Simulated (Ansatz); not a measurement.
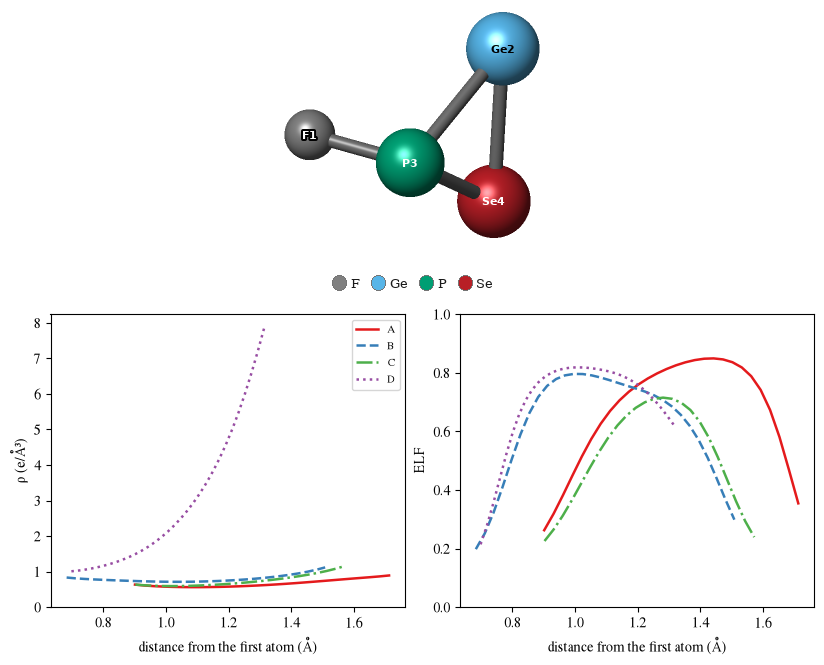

FGePSe. Electron density and ELF along straight lines between neighbouring atoms. The curves leave out the atomic cores. The structure is drawn too.

Geometry: PBE0-D3(BJ)/def2-SVP.

Computed with isolated molecule in a Gaussian basis; Kohn-Sham density functional theory, functional PBE0 in Ansatz.

### Which curve belongs to which contact (Ge–P, Ge–Se, P–F and P–Se)? The first atom named is at distance zero.

Curve A: Ge–P (2.40 Å): ρ at the midpoint is about 0.58 e/Å³; the ELF peaks at about 0.85 between the atoms: a covalent bond. Curve B: P–Se (2.28 Å): ρ at the midpoint is about 0.73 e/Å³; the ELF peaks at about 0.80 between the atoms, as expected for a covalent bond. Curve C: Ge–Se (2.33 Å): ρ is about 0.63 e/Å³ halfway; the ELF peaks at about 0.70 in the valence shell of Se, 1.0 Å from its nucleus, and is about 0.65 at the midpoint. Curve D: P–F (1.64 Å): ρ is about 1.2 e/Å³ halfway; the ELF peaks at about 0.80 between the atoms; a shared but strongly polarised pair.
